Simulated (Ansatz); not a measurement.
# AlNH₃ radical: functionals against CCSD(T) at one geometry

The atoms stand at a structure displaced at random from a GFN2-xTB minimum. How far do the functionals agree with CCSD(T) there?

The runs use Ansatz 0.2.0, Gaussian basis; single points in def2-TZVPP.

Correlated methods freeze the cores. Orbitals are unrestricted.

## Step 1: The system as given

SMILES `[NH][AlH2]`, 5 atoms, charge 0, spin multiplicity 2.

Atoms are counted from 1 here; the program's logs count them from 0.

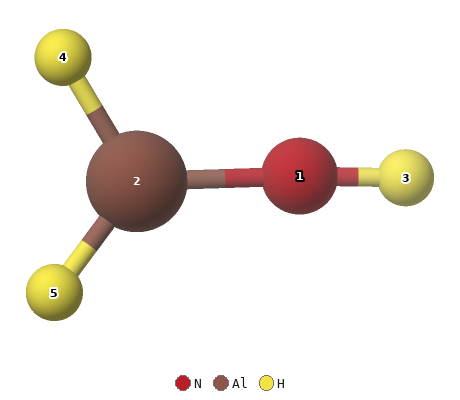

The starting geometry (nitrogen red, aluminium brown, hydrogen yellow); atoms are numbered from 1 in the order of the file.

As a file:

```xyz
5

N     0.4554   -0.7918    0.6878
Al   -0.2188    0.4137   -0.3440
H     0.9151   -1.5356    1.3949
H    -1.3371    0.0282   -1.3033
H     0.1762    1.8119   -0.4922
```

## Step 2: CCSD(T)/def2-TZVPP

run/in.yaml reads:

```yaml
crystal:
  periodic: [false, false, false]
  atoms:
    - {symbol: N, position_ang: [0.455400, -0.791800, 0.687800]}
    - {symbol: Al, position_ang: [-0.218800, 0.413700, -0.344000]}
    - {symbol: H, position_ang: [0.915100, -1.535600, 1.394900]}
    - {symbol: H, position_ang: [-1.337100, 0.028200, -1.303300]}
    - {symbol: H, position_ang: [0.176200, 1.811900, -0.492200]}
basis:
  gaussian: {orbitals: def2-TZVPP}
magnetization: {spin_polarized: true, initial_magnetization: 1}
correlation: {method: ccsd_t}
scf: {omitted_lower_state_checks: [cluster_reference]}
output: {forces: true}
```

The command line of these runs was not kept.

## Step 3: PBE0-D4/def2-TZVPP

run/in.yaml: that of step 2 with these lines changed.

```diff
@@ -11,4 +11,3 @@
 magnetization: {spin_polarized: true, initial_magnetization: 1}
-correlation: {method: ccsd_t}
-scf: {omitted_lower_state_checks: [cluster_reference]}
-output: {forces: true}
+hamiltonian: {xc: pbe0, dispersion: d4}
+output: {forces: true, orbitals: {seedname: orbitals}}
```

## Step 4: wB97M-V/def2-TZVPP

run/in.yaml: that of step 3 with these lines changed.

```diff
@@ -11,3 +11,3 @@
 magnetization: {spin_polarized: true, initial_magnetization: 1}
-hamiltonian: {xc: pbe0, dispersion: d4}
-output: {forces: true, orbitals: {seedname: orbitals}}
+hamiltonian: {xc: {name: wB97M-V}}
+output: {forces: true}
```

## Step 5: r2SCAN-D4/def2-TZVPP

run/in.yaml: that of step 4 with these lines changed.

```diff
@@ -11,3 +11,3 @@
 magnetization: {spin_polarized: true, initial_magnetization: 1}
-hamiltonian: {xc: {name: wB97M-V}}
+hamiltonian: {xc: r2scan, dispersion: d4}
 output: {forces: true}
```

## Step 6: PBE-D4/def2-TZVPP

run/in.yaml: that of step 5 with these lines changed.

```diff
@@ -11,3 +11,3 @@
 magnetization: {spin_polarized: true, initial_magnetization: 1}
-hamiltonian: {xc: r2scan, dispersion: d4}
+hamiltonian: {xc: pbe, dispersion: d4}
 output: {forces: true}
```

## Step 7: BHLYP-D4/def2-TZVPP

run/in.yaml: that of step 6 with these lines changed.

```diff
@@ -11,3 +11,3 @@
 magnetization: {spin_polarized: true, initial_magnetization: 1}
-hamiltonian: {xc: pbe, dispersion: d4}
+hamiltonian: {xc: {name: BHLYP}, dispersion: d4}
 output: {forces: true}
```

## Step 8: r2SCANh-D4/def2-TZVPP

run/in.yaml: that of step 7 with these lines changed.

```diff
@@ -11,3 +11,3 @@
 magnetization: {spin_polarized: true, initial_magnetization: 1}
-hamiltonian: {xc: {name: BHLYP}, dispersion: d4}
+hamiltonian: {xc: {name: r2SCANh}, dispersion: d4}
 output: {forces: true}
```

(Steps that only read results are left out.)

Q: Predict the outcome of this session. Wanted: energy less free atoms, CCSD(T)/def2-TZVPP; RMS force component; RMS force error; HOMO and LUMO, PBE0-D4; T1 diagnostic.

As calculated:

| quantity | value |
| --- | --- |
| energy less free atoms, CCSD(T)/def2-TZVPP | -1161.8 kJ/mol |
| RMS force component | 1.593 to 1.796 eV/Å over the methods |
| RMS force error | PBE0-D4 0.114, wB97M-V 0.057, r2SCAN-D4 0.126, PBE-D4 0.237, BHLYP-D4 0.146, r2SCANh-D4 0.106 eV/Å |
| HOMO and LUMO, PBE0-D4 | -7.46 and -3.30 eV |
| T1 diagnostic | 0.017 |

Against CCSD(T) the functionals' energies less atoms differ by -54.3 to -25.3 kJ/mol, PBE-D4 by -52.8 kJ/mol. A larger basis would deepen the CCSD(T) value, while the functionals are nearly converged already, so the order here is not reliable. For forces wB97M-V does best and PBE-D4 worst. Frozen-core CCSD(T) forces in triple zeta carry basis errors of their own, and this is one geometry, so small gaps rank nothing.
